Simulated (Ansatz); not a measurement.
Computed scan of one atom of the cell: La2O3 (A-La2O3 type, space group P-3m1)

Relaxed La2O3 (A-La2O3 type, space group P-3m1):

```xyz
5
Lattice="3.9065 0.0000 0.0000 -1.9532 3.3831 0.0000 0.0000 0.0000 6.0394" Properties=species:S:1:pos:R:3 pbc="T T T"
La     0.0000     2.2554     1.4817
La     1.9532     1.1277     4.5577
O      0.0000     0.0000     0.0000
O      0.0000     2.2554     3.9020
O      1.9532     1.1277     2.1375
```

In this cell atom 5 (O, nearest neighbour La at 2.349 Å; its periodic images, 3.9 Å or more away, move with it) is moved by s along Cartesian [110], unit vector (0.707, 0.707, 0.000); all other atoms and the cell stay fixed.

Method: PBEsol (plane waves to 420 eV, PAW, scalar-relativistic; Ansatz, a first-principles code). k mesh 8×8×5 (Γ-centred), Fermi-Dirac smearing 0.05 eV. Energies are smeared free energies. Left out: 2 of 11 points, with atoms too close for the PAW data. La2O3 is run without spin polarisation. La2O3 was relaxed with its symmetry unable to fall. The PAW data are Ansatz's earlier set. ΔE is measured from the undisplaced structure.

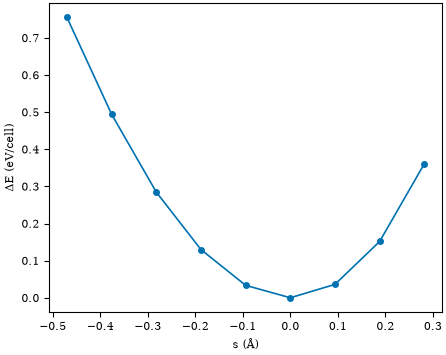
Figure. ΔE (eV/cell) against s (Å); computed points joined by lines.

The energy at s = 0.282 Å is 361 meV/cell, the force along the line at s = -0.470 Å is 3.03 eV/Å and the force constant k = d²E/ds² at s = 0 (finite differences) comes out as 7.84 eV/Å². Shape of the curve: a single well with its minimum at or next to zero displacement. Harmonic estimate at the end of the scan: ½ks² = 312 meV/cell against the computed 361 meV/cell, so the well is stiffer than harmonic there.

The forces along the line at the two nearest points give (0.699 − (-0.786)) / (2·0.094) = 7.90 eV/Å²; the next pair corrects for the finite step.

(A displaced cell: forces are minus the slopes of the energy, force constants its curvatures, and phonons follow from these.)
